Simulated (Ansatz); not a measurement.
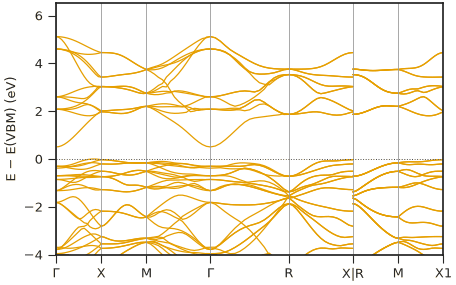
Band structure from DFT-r²SCAN in the program Ansatz with PAW potentials

Read off the gap and where the band edges lie.

About 0.5 eV (0.50 eV by a search for the band edges); maximum on the Γ–X line, 83 % of the way from Γ, minimum at Γ.

Which of these materials gives this?
A. CdSe2, Pa-3 (Cd on 4a, Se on 8c)
B. RuS2, Pa-3 (Ru on 4a, S on 8c)
C. SrTiO3, cubic perovskite
D. RuSe2, Pa-3 (Ru on 4a, Se on 8c)

D, RuSe2, Pa-3 (Ru on 4a, Se on 8c)

The workflow started from a Materials Project entry (that database holds measured and hypothetical structures alike); the Crystallography Open Database files this formula in space group No. 205, but the cells were not matched. Its standing as an ambient phase is unchecked. The r²SCAN relaxation kept the symmetry of its start; its stability against distortions is not shown here. No spin polarisation was allowed. Scalar-relativistic: spin–orbit coupling is off unless named, which matters more the heavier the elements.

Potentials: the later of the program's two PAW sets.
